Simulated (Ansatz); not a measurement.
**[SnH3]− (SMILES [H][Sn-]([H])[H]) at 6 levels**

Aim: a comparison of 6 runs (B2PLYP/STO-3G, BHLYP/STO-3G, BLYP/STO-3G, revPBE/STO-3G, UMP2/STO-3G, BCCD(T)/STO-3G) of [SnH3]−. 

The calculation is run with Ansatz 0.2.0.

1 further run of the same task is left out (set aside as unsound or not needed).

## (1) The molecule

[SnH3]− has 4 atoms, charge -1, and is taken as a singlet. SMILES: `[H][Sn-]([H])[H]`. The H4–Sn1 distance was set to 2.923 Å, away from the relaxed value. At this shape a bond of the SMILES string is far longer than usual.

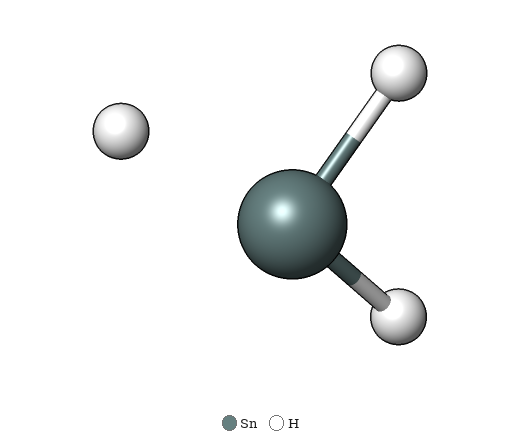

Viewed from a chosen angle; tin teal, hydrogen white.

## (2) A single-point energy at B2PLYP/STO-3G (run 1)

molecule.yaml

```yaml
crystal:
  periodic: [false, false, false]
  atoms:
    - symbol: Sn
      position_ang: [0.412690, 0.710897, 1.317297]
    - symbol: H
      position_ang: [2.056860, 0.671567, 0.273977]
    - symbol: H
      position_ang: [-0.367790, 2.137677, 0.245217]
    - symbol: H
      position_ang: [-0.844540, -1.404640, -0.259610]
basis:
  gaussian: {orbitals: STO-3G}
total_charge: -1
hamiltonian: {xc: {name: B2PLYP}}
correlation: {frozen_orbitals: {H: 0, Sn: 18}}
accuracy: high
```

Launch:

```console
$ ansatz run molecule.yaml --threads 1 --pin off --max-ram 2610MiB --events-out events.jsonl --progress --plain --runs-dir runs
```

The program printed:

```text
Warning: RAYON_NUM_THREADS=1 ignored (pool sized by the plan → 1); use --threads N
Functional definition: B2PLYP
  name "B2PLYP"
  parameter a = 0.53
  parameter c = 0.27
  exchange = (1 - a)*b88_x + a*exact_x
  correlation = (1 - c)*lyp_c + c*(mp2_os + mp2_ss)
516 factors; integrals over basis functions are off by at most 4.1e-9 eV
mean field evaluation 1: about -162348.0725 eV, gradient 1.2e1 eV
mean field evaluation 2: about -162348.0573 eV, gradient 1.2e1 eV
mean field evaluation 4: about -162350.3628 eV, gradient 2.4e0 eV
mean field evaluation 8: about -162350.4015 eV, gradient 6.9e-3 eV
mean field evaluation 16: about -162350.4015 eV, gradient 1.4e-7 eV
mean field -162350.40153905 eV, -5966.2672115057 hartree, gradient 3.1e-9 eV, S^2 0.000000; 0 other end points of the search recorded, 0 dependent functions left out; unrestricted orbitals would lower it
18 core orbitals not correlated: weight in the atoms' cores, before any rotation towards them, 1.000 or more for the frozen orbitals, at most 0.000 for the correlated occupied ones
reference -162350.40155704 eV, -5966.2672121668 hartree; 9, 9 occupied and 3, 3 virtual orbitals, 516 factors
second order -2.65062084 eV of doubles, -0.00000000 eV of singles
Total energy: -162351.11722467 eV, -5966.2935124670 hartree
```

Wall time 0.86 s (1 thread of AMD EPYC 9R45 (Zen 5), shared host); peak memory 0.12 GiB.

## (3) A single-point energy at BHLYP/STO-3G (run 2)

job.yaml

```yaml
crystal:
  periodic: [false, false, false]
  atoms:
    - {symbol: Sn, position_ang: [0.412690, 0.710897, 1.317297]}
    - {symbol: H, position_ang: [2.056860, 0.671567, 0.273977]}
    - {symbol: H, position_ang: [-0.367790, 2.137677, 0.245217]}
    - {symbol: H, position_ang: [-0.844540, -1.404640, -0.259610]}
basis:
  gaussian:
    orbitals: STO-3G
hamiltonian:
  xc: {name: BHLYP}
total_charge: -1
accuracy: high
```

Launch:

```console
$ ansatz run job.yaml --threads 1 --pin off --max-ram 2610MiB --events-out events.jsonl --progress --plain --runs-dir runs
```

The program printed:

```text
Warning: RAYON_NUM_THREADS=1 ignored (pool sized by the plan → 1); use --threads N
Functional definition: BHLYP
  name "BHLYP"
  parameter a = 0.5
[... 1 set-up line as earlier in the session ...]
  correlation = lyp_c
516 factors; integrals over basis functions are off by at most 4.1e-9 eV
mean field evaluation 1: about -162366.7458 eV, gradient 1.3e1 eV
mean field evaluation 2: about -162361.3062 eV, gradient 2.8e1 eV
mean field evaluation 4: about -162369.1452 eV, gradient 8.9e-1 eV
mean field evaluation 8: about -162369.1157 eV, gradient 6.3e-2 eV
mean field evaluation 16: about -162369.1157 eV, gradient 1.0e-7 eV
mean field -162369.11571167 eV, -5966.9549446645 hartree, gradient 5.6e-9 eV, S^2 0.000000; 0 other end points of the search recorded, 0 dependent functions left out
reference -162369.11573084 eV, -5966.9549453687 hartree; 27, 27 occupied and 3, 3 virtual orbitals, 516 factors
Total energy: -162369.11573084 eV, -5966.9549453687 hartree
```

It took 0.58 s on 1 thread of AMD EPYC 9R45 (Zen 5), shared host; peak memory 0.12 GiB.

## (4) A single-point energy at BLYP/STO-3G (run 3)

input.yaml

```yaml
crystal:
  periodic: [false, false, false]
  atoms:
    - {symbol: Sn, position_ang: [0.412690, 0.710897, 1.317297]}
    - {symbol: H, position_ang: [2.056860, 0.671567, 0.273977]}
    - {symbol: H, position_ang: [-0.367790, 2.137677, 0.245217]}
    - {symbol: H, position_ang: [-0.844540, -1.404640, -0.259610]}
basis:
  gaussian: {orbitals: STO-3G}
total_charge: -1
hamiltonian: {xc: {name: BLYP}}
accuracy: high
```

Launch:

```console
$ ansatz run input.yaml --threads 1 --pin off --max-ram 2610MiB --events-out events.jsonl --progress --plain --runs-dir runs
```

The program printed:

```text
Warning: RAYON_NUM_THREADS=1 ignored (pool sized by the plan → 1); use --threads N
Functional definition: BLYP
  name "BLYP"
  parameter beta = 0.0042
  parameter a = 0.04918
  parameter b = 0.132
  parameter c = 0.2533
  parameter d = 0.349
  exchange = b88_x(beta = beta)
  correlation = lyp_c(a = a, b = b, c = c, d = d)
516 factors; integrals over basis functions are off by at most 4.1e-9 eV
mean field evaluation 1: about -162357.6987 eV, gradient 1.6e1 eV
mean field evaluation 2: about -162342.6384 eV, gradient 2.8e1 eV
mean field evaluation 4: about -162360.6165 eV, gradient 9.3e0 eV
mean field evaluation 8: about -162361.1083 eV, gradient 5.2e0 eV
mean field evaluation 16: about -162361.2555 eV, gradient 3.4e-4 eV
mean field -162361.25554903 eV, -5966.6660890153 hartree, gradient 4.4e-8 eV, S^2 0.000000; 0 other end points of the search recorded, 0 dependent functions left out
reference -162361.25558693 eV, -5966.6660904081 hartree; 27, 27 occupied and 3, 3 virtual orbitals, 516 factors
Total energy: -162361.25558693 eV, -5966.6660904081 hartree
```

It took 0.6 s on 1 thread of AMD EPYC 9R45 (Zen 5), shared host.

Runs 4 to 5 aren't shown in full; the table further down has their settings and results.

## (5) The energy at BCCD(T)/STO-3G (run 6)

in.yaml

```yaml
basis:
  gaussian:
    orbitals: STO-3G
crystal:
  periodic: [false, false, false]
  atoms:
    - {symbol: Sn, position_ang: [0.412690, 0.710897, 1.317297]}
    - {symbol: H, position_ang: [2.056860, 0.671567, 0.273977]}
    - {symbol: H, position_ang: [-0.367790, 2.137677, 0.245217]}
    - {symbol: H, position_ang: [-0.844540, -1.404640, -0.259610]}
total_charge: -1
correlation:
  method: bccd_t
  frozen_orbitals: {H: 0, Sn: 18}
accuracy: high
scf:
  omitted_lower_state_checks: [cluster_reference, increment]
```

Launch:

```console
$ ansatz run in.yaml --threads 1 --pin off --max-ram 2610MiB --events-out events.jsonl --progress --plain --runs-dir runs
```

The program printed (excerpt; [...] marks lines left out):

```text
Warning: RAYON_NUM_THREADS=1 ignored (pool sized by the plan → 1); use --threads N
Functional definition: HF
  name "HF"
[...]
516 factors; integrals over basis functions are off by at most 4.1e-9 eV
[...]
mean field -162306.10331239 eV, -5964.6392817020 hartree, gradient 1.7e-8 eV, S^2 0.000000; 1 other end points of the search recorded, 0 dependent functions left out; unrestricted orbitals would lower it
18 core orbitals not correlated: weight in the atoms' cores, before any rotation towards them, 1.000 or more for the frozen orbitals, at most 0.000 for the correlated occupied ones
reference -162306.10331239 eV, -5964.6392817020 hartree; 9, 9 occupied and 3, 3 virtual orbitals, 516 factors
second order -1.68783804 eV of doubles, -0.00000000 eV of singles
cycle   1  -2.14687436 eV  change   -5.7e-1 eV  update   1.4e-1
[...]
cycle  23  -2.83408841 eV  change   1.7e-10 eV  update  4.9e-10
perturbative correction -0.01560469 eV, -0.0005734619 hartree
WARN: these amplitudes may be one of several solutions (largest doubles amplitude 0.24, level shift 0.92 eV)
Total energy: -162308.95300549 eV, -5964.7440059919 hartree
Checks for a lower state left out: cluster_reference, increment
```

Wall time 0.3 s (1 thread of AMD EPYC 9R45 (Zen 5), shared host).

## (6) All runs side by side

| run | level | frozen core orbitals | energy (Eh) | wall time |
| --- | --- | --- | --- | --- |
| 1 | B2PLYP/STO-3G | 18 | -5966.293512 | 0.86 s |
| 2 | BHLYP/STO-3G | – | -5966.954945 | 0.58 s |
| 3 | BLYP/STO-3G | – | -5966.666090 | 0.6 s |
| 4 | revPBE/STO-3G | – | -5966.472840 | 0.62 s |
| 5 | UMP2/STO-3G | 18 | -5964.707514 | 0.48 s |
| 6 | BCCD(T)/STO-3G | 18 | -5964.744006 | 0.3 s |

## (7) Summary of results

| quantity | value |
| --- | --- |
| run 6: total energy | -5964.74401 Eh |
| run 6: correlation energy (18 core orbitals frozen) | -104.7 mEh |
| run 6: (T) correction | -0.57 mEh |

In words: Totals of different functionals can't be ranked against each other. In runs 1, 6 the log says that unrestricted orbitals would lower the reference, so the values rest on an unstable closed-shell determinant (other closed-shell runs at this shape may share the fault). In runs 1, 2, 3, 4, 5, 6 the basis is minimal, so the values are rough. In runs 1, 2, 3, 4, 5, 6 relativity is left out where basis or elements ask for it. Spin contamination of the reference: run 5 ⟨S²⟩ = 0.79. Where it is this large, the reference is a mixture of spin states, and values that rest on it are in doubt. All runs together took 3.4 s, the longest 0.86 s.
